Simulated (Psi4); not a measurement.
**BNH3 (SMILES B[NH]): an attempt with Psi4**

Wanted: the energy in a field of BNH3.

The calculation is run with Psi4 1.11.

7 further runs of the same task are left out: 1 that didn't finish, 6 set aside as unsound or not needed.

**1. The structure to begin with**

BNH3 has 5 atoms, charge 0, and is taken as a doublet. SMILES: `B[NH]`. The shape is that of a PBE0-D4/def2-TZVP optimisation.

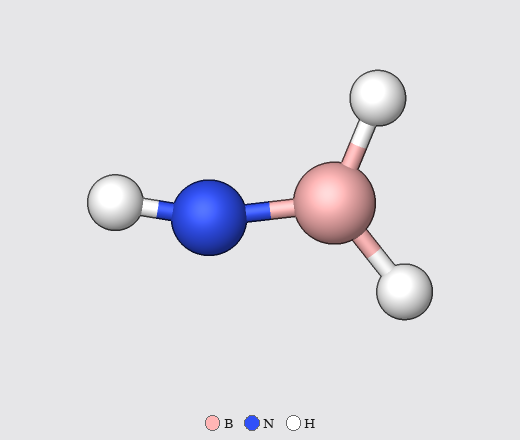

Viewed from a chosen angle; boron pink, nitrogen blue, hydrogen white.

**2. The job**

Contents of input.in:

```
memory 1.6 GB

molecule mol {
  0 2
  B
  N 1 1.328668
  H 1 1.210262 2 118.81381
  H 1 1.203621 3 119.94922 2 179.99546
  H 2 0.999182 1 163.93826 4 179.85312
  units angstrom
  symmetry c2h
  no_reorient
  no_com
}

set basis pcseg-3
set reference uks
set scf_type mem_df
set perturb_h true
set perturb_with dipole
set perturb_dipole [0.005, 0.0, 0.0]

e_tot, wfn = energy('tpss0-d3zero2b', return_wfn=True)
```

Started as:

```
psi4 input.in input.out -n 1
```

input.out:

```text
Psi4 1.11 release

Molecule: geometry: Molecule is not complete, please use 'update_geometry'
                    once all variables are set.

RuntimeError:
Fatal Error: User specified point group (C2h(Z)) is not a subgroup of the highest detected point group (C1). If this is because the symmetry increased, try to start the calculation again from the last geometry, after checking any symmetry-dependent input, such as DOCC.

Printing out the relevant lines from the Psithon --> Python processed input file:
    core.set_global_option("REFERENCE", "uks")
    core.set_global_option("SCF_TYPE", "mem_df")
    core.set_global_option("PERTURB_H", "true")
    core.set_global_option("PERTURB_WITH", "dipole")
    core.set_global_option("PERTURB_DIPOLE", [0.005, 0.0, 0.0])
--> e_tot, wfn = energy('tpss0-d3zero2b', return_wfn=True)

!----------------------------------------------------------------------------------!
!                                                                                  !
! Fatal Error: User specified point group (C2h(Z)) is not a subgroup of the        !
!     highest detected point group (C1). If this is because the symmetry           !
!     increased, try to start the calculation again from the last geometry, after  !
!     checking any symmetry-dependent input, such as DOCC.                         !
!                                                                                  !
!----------------------------------------------------------------------------------!

    Psi4 run time: 0:00:00.02
```

Run time: 0.83 s. Hardware: 1 thread of INTEL XEON PLATINUM 8581C at 2.10GHz (Emerald Rapids), shared host; peak memory 0.13 GiB.

**3. What went wrong**

The input was rejected.

The log says `Fatal Error: User specified point group`. The fault: the symmetry typed doesn't match the structure or state. To mend it: symmetry c1 in place of c2h.
